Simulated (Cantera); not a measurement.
Charge: 1 mol NF3, 0.32 mol H2O, 0.73 mol H2, held at 0.0133 bar.

Method: chemical equilibrium by Gibbs-energy minimisation in Cantera with the NASA 1993 tables (ideal gas, pure condensed phases). Candidate condensed phases: H2O; 40 gas species. Rates play no part.

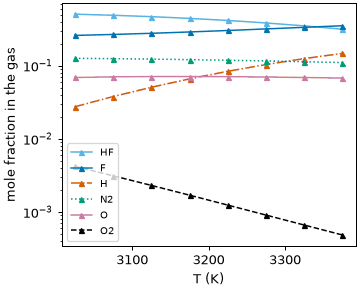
Figure. Equilibrium gas composition (values under 1e-9 drawn at 1e-9)

Q: Read off the mole fractions at 3275 K.

A: HF about 0.39, F about 0.32, N2 about 0.12, H about 0.10, O about 0.070, O2 about 0.00091.
